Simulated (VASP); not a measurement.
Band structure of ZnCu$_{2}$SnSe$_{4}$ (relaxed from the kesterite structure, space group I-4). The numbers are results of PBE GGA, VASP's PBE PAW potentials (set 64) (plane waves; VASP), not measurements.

Unless said otherwise, spin-orbit coupling is left out, though it shifts the bands of the heavy elements here.

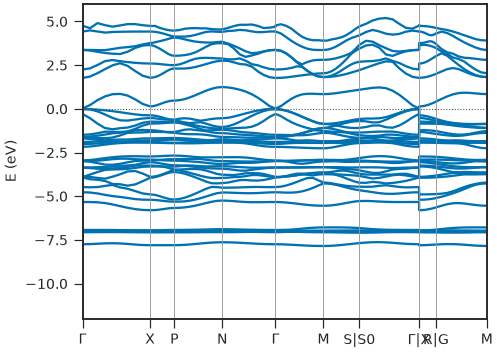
Fig. 1. Bands along high-symmetry lines, zero at the valence-band maximum or, without a gap, the Fermi level

Read the plot: is there a gap, and where are the band edges?

The gap is indirect, 0.02 eV, from the valence maximum at N-Γ at 0.89 to the conduction minimum at Γ. (Edges off the drawn lines would not show.)

The structure was generated: ZnCu2SnSe4 was put into the kesterite type (I-4), a phase also known from measurement. It was relaxed first.
